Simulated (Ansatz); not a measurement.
**OH on Ti(0001), hcp start, 2x2 cell: photoemission fingerprints**

Aim: how the adsorbate changes the work function, the valence spectrum and the core levels in OH on Ti(0001), hcp start, 2x2 cell.

Method: DFT, PBE, plane-wave PAW, default files, scalar-relativistic, in Ansatz 0.2.0.

### 1. The structure

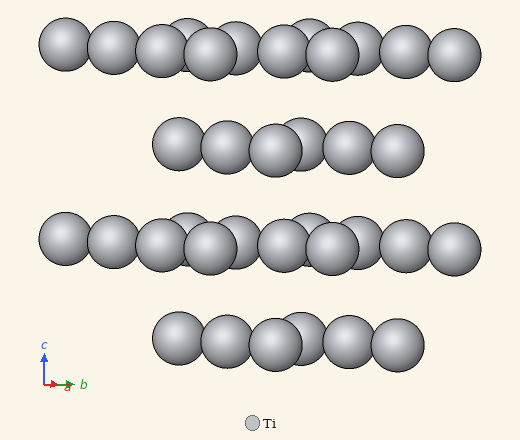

The starting structure, seen from the side, with the c axis up (titanium light grey). 3×2×1 cells are drawn. Some periodic images of atoms are drawn too.

The cell holds 4 atoms: 4 Ti. Its edges and angles: a = 2.940 Å, b = 2.940 Å, c = 21.975 Å, α = 90.0°, β = 90.0°, γ = 60.0°. It derives from Ti. Vacuum lies along c.

### 2. The clean face

The clean face is the reference for what the added atoms change.

Input file input.yaml:

```yaml
crystal:
  lattice:
    - [2.94, 0.0, 0.0]
    - [1.47, 2.5461146871, 0.0]
    - [0.0, 0.0, 21.975]
  atoms:
    - { symbol: Ti, position: [0.0, 0.0, 0.658703072] }
    - { symbol: Ti, position: [0.666666667, 0.666666667, 0.552901024] }
    - { symbol: Ti, position: [0.0, 0.0, 0.447098976] }
    - { symbol: Ti, position: [0.666666667, 0.666666667, 0.341296928] }
kpoints:
  mp_grid: { grid: [18, 18, 1] }
scf:
  occupations: { method: fermi_dirac, width: 0.05 }
  n_extra_bands: 12
hamiltonian:
  xc: pbe
  pseudopotentials: { kind: paw }
output:
  forces: true
  write_potential: true
  volumetric_format: []
  dos:
    projected: true
    de: 0.05
    e_range: [-30, 12]
    method: { smearing: { sigma: 0.1, scheme: gaussian } }
efield:
  axis: 3
  dipole_correction: true
relax:
  f_tol: 0.03
  max_steps: 50
  constraints: [{ sites: [2, 3] }]
```

On the command line:

```bash
$ ansatz run input.yaml --threads 8 --pin off --max-ram 20480MiB --backend cpu --events-out ev --progress --plain --runs-dir out
```

Numbers of over 12 decimals in the logs are rounded to 6 here.

The program printed:

```text
scf.n_extra_bands = 12 over 24 filled bands (N_el = 48.0): the run solves 36 bands
Engine: ansatz 0.2.0, aarch64-unknown-linux-gnu
Pseudopotentials: kind: paw
Pseudopotential: Ti, paw, valence charge 12, recommended cutoff 420 eV (normal), Ti.paw.azcp
Functional definition: PBE
  parameter kappa = 0.804
  parameter beta = 0.066725
  exchange = pbe_x(kappa = kappa, mu = beta*pi^2/3)
  correlation = pbe_c(beta = beta)
Crystal: 4 atoms, lattice volume = 164.496 Å³
Basis set: ecut = 420 eV, 3169 PW (Γ), exchange–correlation on 40×40×300 points (8 copies of the dense FFT grid, shifted against one another)
Bands: 36, of which v1, the nominal top of the filled ones, is band 24 counted from 1 (23 counted from 0)
Symmetry: 6 space group operations
k-points: 37 of 324 (time reversal used)
Non-local potential: Ti, projectors of the file, l = 0: 3, l = 1: 2, l = 2: 3, l = 3: 1
PAW form: soft (Blöchl's): semilocal exchange-correlation on the pseudo side does not see the compensation charge
PAW one-centre angular grid: Ti, 590 points (default); XC on 64 Gauss nodes
Initial density: superposition of atomic densities (neutral atoms: chi_scale 0, normalization atom), corrected by the library's trained network
Initial wavefunctions: pseudopotential atomic-orbital guess
Functional: x = pbe(κ = 0.804, μ = 0.219515), c = pbe(β = 0.066725)
SCF iter   1: F=—  HF=-9996.753415 eV  |F-HF|=—  |Δ(HF+E_count)|=         —  Δρ=7.39e-3  dr2=4.71e-1  ethr=1.77e-3  p=0.000 e·Å  D=1.28e-13 V/Å  ΔV_dip=-0.00 eV  dr2_dipole=6.08e-8  V_vac-E_F(+/−)=4.13/4.13 eV  ⟨swp⟩=6.5  Hψ=5694  notcnv=0  defer=11
efield: sawtooth ramp at fractional position 0.9500 (placed from the atoms, in the widest stretch of the axis that holds none; the zero of the levels goes with the place), width 0.1000; the density the first Hamiltonian is built on has a dipole p = 0.000 e·Å; the dipole correction subtracts the counter field D = 1.28e-13 V/Å, which shifts the + side's vacuum level by -0.00 eV against the − side's; the planar-averaged density in the ramp window peaks in size at 1.7e-4 e/Å³
preconditioner: auto → LDOS  [metal: Δε(μ)=0.007 eV  Ē_g=3.047 eV  σ=0.050 eV  W_gap=0.03  n_scr=14 (ndim 8)  ℏωp=11.6 eV  f_vac=0.495  D(μ)=8.64/eV (n_scr^D=98)  β→1.0]
SCF iter   2: F=—  HF=-9996.743258 eV  |F-HF|=—  |Δ(HF+E_count)|=   1.02e-2  Δρ=2.68e-3  dr2=3.00e-2  ethr=9.82e-4  p=-0.000 e·Å  D=-4.58e-5 V/Å  ΔV_dip=0.00 eV  dr2_dipole=7.87e-6  V_vac-E_F(+/−)=4.40/4.40 eV  ⟨swp⟩=2.0  Hψ=1845  notcnv=0  defer=31
SCF iter   3: F=—  HF=-9996.742978 eV  |F-HF|=—  |Δ(HF+E_count)|=   2.80e-4  Δρ=9.14e-4  dr2=3.90e-3  ethr=6.25e-5  p=-0.000 e·Å  D=-7.91e-6 V/Å  ΔV_dip=0.00 eV  dr2_dipole=1.12e-5  V_vac-E_F(+/−)=4.40/4.40 eV  ⟨swp⟩=2.1  Hψ=1927  notcnv=0  defer=52
SCF iter   4: F=—  HF=-9996.742847 eV  |F-HF|=—  |Δ(HF+E_count)|=   1.31e-4  Δρ=2.48e-4  dr2=1.25e-4  ethr=8.13e-6  p=-0.000 e·Å  D=-2.11e-5 V/Å  ΔV_dip=0.00 eV  dr2_dipole=8.02e-9  V_vac-E_F(+/−)=4.43/4.43 eV  ⟨swp⟩=2.0  Hψ=1555  notcnv=0  defer=48
SCF iter   5: F=—  HF=-9996.742906 eV  |F-HF|=—  |Δ(HF+E_count)|=   5.91e-5  Δρ=1.31e-4  dr2=5.36e-5  ethr=2.60e-7  p=0.000 e·Å  D=1.00e-5 V/Å  ΔV_dip=-0.00 eV  dr2_dipole=4.11e-7  V_vac-E_F(+/−)=4.45/4.45 eV  ⟨swp⟩=3.2  Hψ=2342  notcnv=0  defer=48
SCF iter   6: F=-9996.742905 eV  HF=-9996.742913 eV  |F-HF|=8.31e-6  |Δ(HF+E_count)|=   7.38e-6  Δρ=4.91e-5  dr2=1.25e-5  ethr=4.69e-8  p=0.000 e·Å  D=3.30e-6 V/Å  ΔV_dip=-0.00 eV  dr2_dipole=3.26e-8  V_vac-E_F(+/−)=4.46/4.46 eV  ⟨swp⟩=12.7  Hψ=9965  notcnv=0
SCF 1 converged in 6 iterations: F = -9996.742905 eV  dr2 = 1.25e-5
  greatest PAW one-centre occupation: 0.999 electrons in one spin orbital (limit 2), on the Ti atom at site 1 (counted from 0), in its partial waves of l = 0
relax step   1: F+E_penalty+E_count = -9996.74290490 eV  Δ(F+E_penalty+E_count) = +0.000e0 eV  max|allowed force component| = 7.012e-1 eV/Å  Δτ_max = 0.0000 Å  (6 SCF iters, dr2 threshold 2.25e-5 eV, accepted)
Initial density: handed on by an earlier stage of this run
Initial wavefunctions: those handed on with the density
SCF iter   1: F=—  HF=-9996.941476 eV  |F-HF|=—  |Δ(HF+E_count)|=         —  Δρ=1.61e-2  dr2=4.30e0  ethr=3.10e-3  p=0.000 e·Å  D=3.55e-6 V/Å  ΔV_dip=-0.00 eV  dr2_dipole=9.71e-1  V_vac-E_F(+/−)=4.48/4.48 eV  ⟨swp⟩=4.5  Hψ=3710  notcnv=0  defer=2
efield: sawtooth ramp at fractional position 0.9500 (handed on by an earlier solve), width 0.1000; the density the first Hamiltonian is built on has a dipole p = 0.000 e·Å; the dipole correction subtracts the counter field D = 3.55e-6 V/Å, which shifts the + side's vacuum level by -0.00 eV against the − side's; the planar-averaged density in the ramp window peaks in size at 1.4e-5 e/Å³
preconditioner: auto → LDOS  [metal: Δε(μ)=0.006 eV  Ē_g=3.138 eV  σ=0.050 eV  W_gap=0.03  n_scr=14 (ndim 8)  ℏωp=11.6 eV  f_vac=0.503  D(μ)=7.29/eV (n_scr^D=72)  β→1.0]
SCF iter   2: F=—  HF=-9996.822134 eV  |F-HF|=—  |Δ(HF+E_count)|=   1.19e-1  Δρ=8.09e-3  dr2=4.53e-1  ethr=3.10e-3  p=0.013 e·Å  D=1.38e-2 V/Å  ΔV_dip=-0.30 eV  dr2_dipole=5.73e-3  V_vac-E_F(+/−)=4.17/4.47 eV  ⟨swp⟩=2.0  Hψ=2274  notcnv=0  defer=43
SCF iter   3: F=—  HF=-9996.785850 eV  |F-HF|=—  |Δ(HF+E_count)|=   3.63e-2  Δρ=2.53e-3  dr2=6.08e-2  ethr=9.43e-4  p=0.006 e·Å  D=7.08e-3 V/Å  ΔV_dip=-0.16 eV  dr2_dipole=1.10e-2  V_vac-E_F(+/−)=4.33/4.48 eV  ⟨swp⟩=2.1  Hψ=1999  notcnv=0  defer=43
SCF iter   4: F=—  HF=-9996.781001 eV  |F-HF|=—  |Δ(HF+E_count)|=   4.85e-3  Δρ=8.99e-4  dr2=1.02e-2  ethr=1.27e-4  p=0.007 e·Å  D=7.43e-3 V/Å  ΔV_dip=-0.16 eV  dr2_dipole=3.84e-3  V_vac-E_F(+/−)=4.32/4.49 eV  ⟨swp⟩=2.1  Hψ=1990  notcnv=0  defer=43
SCF iter   5: F=—  HF=-9996.780998 eV  |F-HF|=—  |Δ(HF+E_count)|=   2.28e-6  Δρ=1.95e-4  dr2=1.81e-4  ethr=2.13e-5  p=0.007 e·Å  D=7.32e-3 V/Å  ΔV_dip=-0.16 eV  dr2_dipole=5.31e-5  V_vac-E_F(+/−)=4.33/4.49 eV  ⟨swp⟩=1.1  Hψ=1335  notcnv=0  defer=43
SCF iter   6: F=—  HF=-9996.781011 eV  |F-HF|=—  |Δ(HF+E_count)|=   1.26e-5  Δρ=7.77e-5  dr2=3.08e-5  ethr=3.76e-7  p=0.006 e·Å  D=7.14e-3 V/Å  ΔV_dip=-0.16 eV  dr2_dipole=6.00e-6  V_vac-E_F(+/−)=4.33/4.49 eV  ⟨swp⟩=2.0  Hψ=1610  notcnv=0  defer=43
SCF iter   7: F=-9996.781017 eV  HF=-9996.781017 eV  |F-HF|=1.08e-7  |Δ(HF+E_count)|=   6.52e-6  Δρ=2.86e-5  dr2=2.25e-6  ethr=6.40e-8  p=0.006 e·Å  D=7.01e-3 V/Å  ΔV_dip=-0.15 eV  dr2_dipole=4.69e-7  V_vac-E_F(+/−)=4.34/4.49 eV  ⟨swp⟩=14.6  Hψ=9975  notcnv=0
SCF 2 converged in 7 iterations: F = -9996.781017 eV  dr2 = 2.25e-6
  Residual-converged pass: ⟨swp⟩=1.0  Hψ=1480  notcnv=0  max |occ|·‖R‖ = 7.1e-9 eV (tolerance 1.0e-8 eV)  dr2=2.25e-6  dr2_onsite=5.09e-8  max |Δocc| = 2.2e-10
  greatest PAW one-centre occupation: 0.999 electrons in one spin orbital (limit 2), on the Ti atom at site 2 (counted from 0), in its partial waves of l = 0
relax step   2: F+E_penalty+E_count = -9996.78101737 eV  Δ(F+E_penalty+E_count) = -3.811e-2 eV  max|allowed force component| = 4.815e-1 eV/Å  Δτ_max = 0.1362 Å  (7 SCF iters, dr2 threshold 3.07e-5 eV, accepted)
iter 1 solved again at ethr=1.00e-3 eV; its pass at ethr=3.10e-3 eV (dr2=4.80e-1 eV) is discarded
SCF iter   1: F=—  HF=-9996.820018 eV  |F-HF|=—  |Δ(HF+E_count)|=         —  Δρ=5.96e-3  dr2=3.96e-1  ethr=1.00e-3  p=0.006 e·Å  D=7.01e-3 V/Å  ΔV_dip=-0.15 eV  dr2_dipole=6.13e-3  V_vac-E_F(+/−)=4.33/4.48 eV  ⟨swp⟩=1.0  Hψ=4421  notcnv=0  defer=38
efield: sawtooth ramp at fractional position 0.9500 (handed on by an earlier solve), width 0.1000; the density the first Hamiltonian is built on has a dipole p = 0.006 e·Å; the dipole correction subtracts the counter field D = 7.01e-3 V/Å, which shifts the + side's vacuum level by -0.15 eV against the − side's; the planar-averaged density in the ramp window peaks in size at 1.4e-5 e/Å³
preconditioner: auto → LDOS  [metal: Δε(μ)=0.017 eV  Ē_g=3.079 eV  σ=0.050 eV  W_gap=0.09  n_scr=14 (ndim 8)  ℏωp=11.6 eV  f_vac=0.498  D(μ)=8.29/eV (n_scr^D=98)  β→1.0]
SCF iter   2: F=—  HF=-9996.802399 eV  |F-HF|=—  |Δ(HF+E_count)|=   1.76e-2  Δρ=3.08e-3  dr2=6.95e-2  ethr=8.25e-4  p=0.002 e·Å  D=2.10e-3 V/Å  ΔV_dip=-0.05 eV  dr2_dipole=2.28e-4  V_vac-E_F(+/−)=4.45/4.50 eV  ⟨swp⟩=2.1  Hψ=1820  notcnv=0  defer=38
SCF iter   3: F=—  HF=-9996.799610 eV  |F-HF|=—  |Δ(HF+E_count)|=   2.79e-3  Δρ=8.66e-4  dr2=5.60e-3  ethr=1.45e-4  p=0.004 e·Å  D=3.96e-3 V/Å  ΔV_dip=-0.09 eV  dr2_dipole=5.02e-5  V_vac-E_F(+/−)=4.40/4.49 eV  ⟨swp⟩=2.0  Hψ=1965  notcnv=0  defer=41
SCF iter   4: F=—  HF=-9996.799240 eV  |F-HF|=—  |Δ(HF+E_count)|=   3.70e-4  Δρ=2.70e-4  dr2=2.30e-4  ethr=1.17e-5  p=0.003 e·Å  D=3.58e-3 V/Å  ΔV_dip=-0.08 eV  dr2_dipole=6.96e-7  V_vac-E_F(+/−)=4.41/4.49 eV  ⟨swp⟩=2.0  Hψ=1606  notcnv=0  defer=43
SCF iter   5: F=-9996.799253 eV  HF=-9996.799252 eV  |F-HF|=8.55e-7  |Δ(HF+E_count)|=   1.22e-5  Δρ=7.43e-5  dr2=1.18e-5  ethr=3.02e-8  p=0.003 e·Å  D=3.50e-3 V/Å  ΔV_dip=-0.08 eV  dr2_dipole=8.52e-7  V_vac-E_F(+/−)=4.41/4.49 eV  ⟨swp⟩=13.4  Hψ=11227  notcnv=0
SCF 3 converged in 5 iterations: F = -9996.799253 eV  dr2 = 1.18e-5
relax step   3: F+E_penalty+E_count = -9996.79925279 eV  Δ(F+E_penalty+E_count) = -1.824e-2 eV  max|allowed force component| = 8.403e-3 eV/Å  Δτ_max = 0.0668 Å  (5 SCF iters, dr2 threshold 1.45e-5 eV, accepted)
[...]
relax step   4: F+E_penalty+E_count = -9996.79926024 eV  Δ(F+E_penalty+E_count) = -7.451e-6 eV  max|allowed force component| = 6.557e-3 eV/Å  Δτ_max = 0.0000 Å  (5 SCF iters, accepted)
SCF iter   1: F=—  HF=-9996.799567 eV  |F-HF|=—  |Δ(HF+E_count)|=         —  Δρ=1.06e-3  dr2=2.18e-2  ethr=1.32e-4  p=0.003 e·Å  D=3.56e-3 V/Å  ΔV_dip=-0.08 eV  dr2_dipole=5.05e-3  V_vac-E_F(+/−)=4.41/4.48 eV  ⟨swp⟩=2.0  Hψ=2252  notcnv=0  defer=9
efield: sawtooth ramp at fractional position 0.9500 (handed on by an earlier solve), width 0.1000; the density the first Hamiltonian is built on has a dipole p = 0.003 e·Å; the dipole correction subtracts the counter field D = 3.56e-3 V/Å, which shifts the + side's vacuum level by -0.08 eV against the − side's; the planar-averaged density in the ramp window peaks in size at 1.4e-5 e/Å³
preconditioner: auto → LDOS  [metal: Δε(μ)=0.007 eV  Ē_g=3.087 eV  σ=0.050 eV  W_gap=0.04  n_scr=14 (ndim 8)  ℏωp=11.6 eV  f_vac=0.498  D(μ)=8.12/eV (n_scr^D=86)  β→1.0]
SCF iter   2: F=—  HF=-9996.799274 eV  |F-HF|=—  |Δ(HF+E_count)|=   2.93e-4  Δρ=3.37e-4  dr2=7.20e-4  ethr=4.54e-5  p=0.004 e·Å  D=3.91e-3 V/Å  ΔV_dip=-0.09 eV  dr2_dipole=1.98e-5  V_vac-E_F(+/−)=4.40/4.48 eV  ⟨swp⟩=1.0  Hψ=1628  notcnv=0  defer=9
SCF iter   3: F=—  HF=-9996.799271 eV  |F-HF|=—  |Δ(HF+E_count)|=   2.83e-6  Δρ=1.31e-4  dr2=1.15e-4  ethr=1.50e-6  p=0.003 e·Å  D=3.72e-3 V/Å  ΔV_dip=-0.08 eV  dr2_dipole=1.20e-5  V_vac-E_F(+/−)=4.40/4.48 eV  ⟨swp⟩=1.4  Hψ=1306  notcnv=0  defer=9
SCF iter   4: F=—  HF=-9996.799267 eV  |F-HF|=—  |Δ(HF+E_count)|=   4.55e-6  Δρ=1.56e-5  dr2=1.77e-6  ethr=2.39e-7  p=0.003 e·Å  D=3.68e-3 V/Å  ΔV_dip=-0.08 eV  dr2_dipole=2.08e-7  V_vac-E_F(+/−)=4.40/4.48 eV  ⟨swp⟩=2.0  Hψ=1463  notcnv=0  defer=9
SCF iter   5: F=—  HF=-9996.799270 eV  |F-HF|=—  |Δ(HF+E_count)|=   3.48e-6  Δρ=9.77e-6  dr2=8.44e-7  ethr=2.08e-10  p=0.003 e·Å  D=3.64e-3 V/Å  ΔV_dip=-0.08 eV  dr2_dipole=2.13e-7  V_vac-E_F(+/−)=4.40/4.48 eV  ⟨swp⟩=11.9  Hψ=8606  notcnv=0
SCF iter   6: F=-9996.799270 eV  HF=-9996.799270 eV  |F-HF|=7.42e-9  |Δ(HF+E_count)|=   1.40e-8  Δρ=2.67e-6  dr2=2.35e-8  ethr=2.08e-10  p=0.003 e·Å  D=3.61e-3 V/Å  ΔV_dip=-0.08 eV  dr2_dipole=5.50e-9  V_vac-E_F(+/−)=4.41/4.48 eV  ⟨swp⟩=8.6  Hψ=7912  notcnv=0
SCF 5 converged in 6 iterations: F = -9996.799270 eV  dr2 = 2.35e-8
relax step   5: F+E_penalty+E_count = -9996.79927011 eV  Δ(F+E_penalty+E_count) = -9.870e-6 eV  max|allowed force component| = 5.147e-3 eV/Å  Δτ_max = 0.0064 Å  (6 SCF iters, accepted)
NSCF: frozen V_eff on 37 k-points
the band table was solved once a step of the walk had ended and its energy, with any forces and stress, was formed, with the checks that follow a solve (6393 applications of the Hamiltonian). They found nothing against the state; the energy, forces and stress were not computed again (output.eigenvalues in the input reference)
WARN: The output density's exchange-correlation potential varies sharply where the density is thin. Do not read a vacuum level from v_tot or v_xc, or from such a field of the output density. On a cell that repeats whose density bears no net charge and no dipole along the vacuum's axis use v_es (v_loc + v_h of the components); under efield.dipole_correction with no amplitude use v_es + v_field, which holds any externa [...]
SCF converged after 6 iterations
Free energy (F): -9996.799270 eV
Harris-Foulkes:  -9996.799270 eV  (|F-HF|=7.42e-9)
Internal energy: -9996.733023 eV  (E = F + TS)
E sigma→0 (E₀):  -9996.766147 eV
Entropy (-TS):   -0.066247 eV (-16.562 meV/atom)
Fermi energy:    3.239086 eV
Dipole field:    D = 0.003496 V/Å  (p = 0.003178 e·Å, saw-weighted, corrected)
Work function:   Φ+ = 4.4068 eV   Φ− = 4.4836 eV
Levels:          The Fermi level and band energies are counted from a zero that moves with the ramp; work functions are not
--- Per-component energies (eV) ---
  E_band       = -1115.332013
  E_kinetic    = 1086.479503
  E_local      = -38554.865549  (includes V_loc(G=0)·N_el)
  E_nonlocal   = 34.203734
  E_hartree    = 18743.723741
  E_xc         = -387.284996
  E_vxc        = -484.237307  (∫ρ·V_xc dr)
  E_paw        = -4190.839468  (= ΣΔE_a)
  E_vpaw       = -684.380514  (= ΣTr[D̂ρ^β])
  E_aug_tail   = 0.000476  (compensation charges beyond the density's cutoff)
  E_efield     = 0.000006  (sawtooth field / dipole correction)
  E_vefield    = -0.000485  (∫n·V_field dr)
  E_ewald      = 13271.849529
  E_smearing   = -0.066247  (= −TS)
  E_closure    = 0.000000  (closes the sum)
  Σ components = -9996.799270   (vs F -9996.799270, Δ=0.00e0)
--- Forces (eV/Å), atoms counted from 1 ---
  atom   1  Ti    -0.00000000     0.00000000     0.00145687
  atom   2  Ti     0.00000000     0.00000000     0.00514666
  atom   3  Ti    -0.00000000     0.00000000    -0.61537126
  atom   4  Ti     0.00000000     0.00000000     0.60872952
  max |Σ_I F_I| component: 3.82e-5 eV/Å
--- Band table (eV; the first three rows and the last of 37) ---
  k-point 0: bands = [... 20 lower, 2.9799, 3.2280, 3.6801, 3.7355, 3.8833, 3.8833, 3.9562, 3.9562, ... 8 higher]
  k-point 1: bands = [... 20 lower, 2.9535, 3.2194, 3.5882, 3.6563, 3.8493, 3.9308, 3.9316, 4.0074, ... 8 higher]
  k-point 2: bands = [... 20 lower, 2.8570, 3.1426, 3.3605, 3.5544, 3.6995, 3.8114, 4.0037, 4.0618, ... 8 higher]
  k-point 36: bands = [... 20 lower, 2.0654, 2.4456, 2.5173, 3.1842, 3.1915, 3.3226, 3.3631, 3.5119, ... 8 higher]
--- Relaxed structure (5 steps of the walk, 5 accepted, 0 SCFs on fresh bases) ---
  F+E_penalty+E_count = -9996.79927011 eV   max|allowed force component| = 5.147e-3 eV/Å
  atoms:
    - { symbol: Ti, position: [0, 0, 0.655254] }
    - { symbol: Ti, position: [0.666667, 0.666667, 0.556889] }
    - { symbol: Ti, position: [0.0, 0.0, 0.447098976] }
    - { symbol: Ti, position: [0.666667, 0.666667, 0.341297] }
```

Wall time 10 s (8 threads of Arm Neoverse V2, shared host); peak memory 0.71 GiB; 79 s of CPU time.

The steps of the relaxation:

```tsv
step	energy less that of the first step (eV)	largest force component (eV/Å)
1	0.0000	0.7012
2	-0.0381	0.4815
3	-0.0563	0.0084
4	-0.0564	0.0066
5	-0.0564	0.0051
```

The run keeps the 6 symmetry operations that it works with, so distortions that break them were not tested.

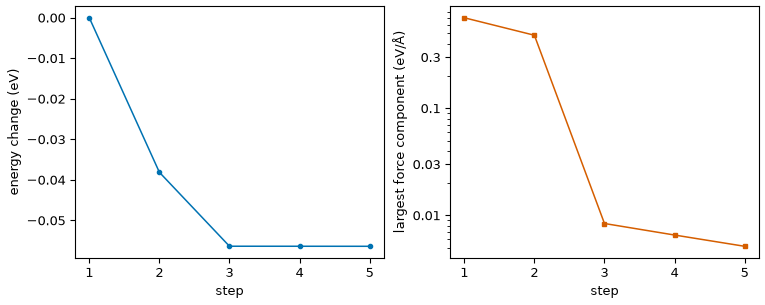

Energy and largest force along the relaxation.

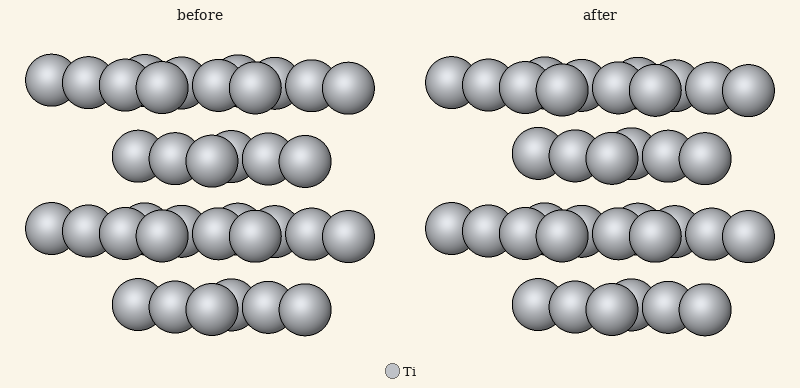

Before and after, at one scale.

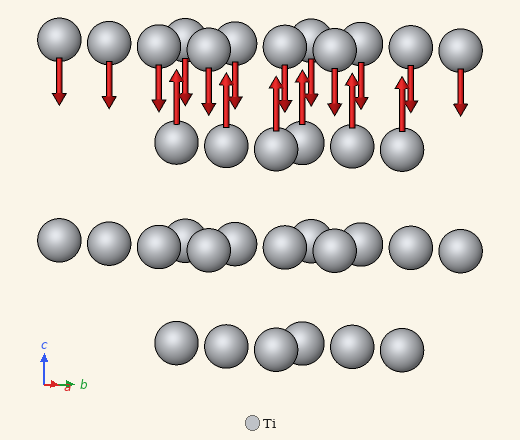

Displacements in the relaxation, exaggerated; the longest in the cell stands for 0.09 Å. 3×2×1 cells are drawn. Some periodic images of atoms are drawn too.

The atoms that moved most (Å):

```tsv
atom	dx	dy	dz	length
Ti2	0.000	0.000	0.088	0.088
Ti1	0.000	0.000	-0.076	0.076
```

Final coordinates:

```cif
data_structure
_symmetry_space_group_name_H-M 'P 1'
_symmetry_Int_Tables_number 1
_cell_length_a 2.9400
_cell_length_b 2.9400
_cell_length_c 21.9750
_cell_angle_alpha 90.000
_cell_angle_beta 90.000
_cell_angle_gamma 60.000
_cell_volume 164.50
loop_
_atom_site_label
_atom_site_type_symbol
_atom_site_fract_x
_atom_site_fract_y
_atom_site_fract_z
_atom_site_occupancy
Ti1 Ti 0.00000 0.00000 0.65525 1
Ti2 Ti 0.66667 0.66667 0.55689 1
Ti3 Ti 0.00000 0.00000 0.44710 1
Ti4 Ti 0.66667 0.66667 0.34130 1
```

This step gave:

```yaml
free_energy: -9996.7993 eV
energy_at_zero_smearing: -9996.7661 eV
smearing_term_ts: 0.06625 eV
fermi_energy: 3.239 eV
symmetry_operations: 6
zero_of_energy: Fermi level
share_of_occupied_states_in_no_projected_shell: 0.0327 of the occupied states in the window
dos_at_the_fermi_level: 8.185 states/eV/cell
work_function_upper_face: 4.405 eV
work_function_lower_face: 4.484 eV
```

Maxima picked by a test of local sharpness, so broad peaks and shoulders can be missing; peaks within 0.45 eV of a curve's cut are left out. Valence peaks, by row:

```tsv
photon energy (eV)	binding energy (eV)	height (% of the maximum within 13 eV)	main shell	its share (%)
21.2	1.7	55.12	Ti 3d	99.54
21.2	0.75	100	Ti 3d	99.66
21.2	0.15	76.61	Ti 3d	99.61
60	1.75	55.4	Ti 3d	99.41
60	0.8	100	Ti 3d	99.63
60	0.15	81.21	Ti 3d	99.58
150	1.7	55.48	Ti 3d	98.77
150	0.75	100	Ti 3d	99.1
150	0.15	78.38	Ti 3d	98.99
1487	4.2	15.02	Ti 4s	93.48
1487	2.05	63.88	Ti 3d	59.94
1487	0.75	100	Ti 3d	81.88
1487	0.15	78.22	Ti 3d	79.13
8048	4.25	48.62	Ti 4s	99.52
8048	3.05	79.73	Ti 4s	98.64
8048	2.6	100	Ti 4s	97.19
8048	2.25	97.65	Ti 4s	94.87
8048	0.75	67.52	Ti 4s	77.95
8048	0.15	59.28	Ti 4s	80.25
```

(Part 1 of 5 ends here.)

[Logs are printed without paths, hosts, clocks, repeated set-up lines and the standing remarks that a program may print on its own settings, such as how far it seeks lower states.]

[Hosts, paths, dates, database ids (printed as entryN), source tags and the programs' standing remarks are cut or masked in the printed files.]

[Maps of the electrostatic potential energy from Ansatz leave out the sawtooth potential of an applied field or a dipole correction, so their vacuum need not be flat; work functions include it.]
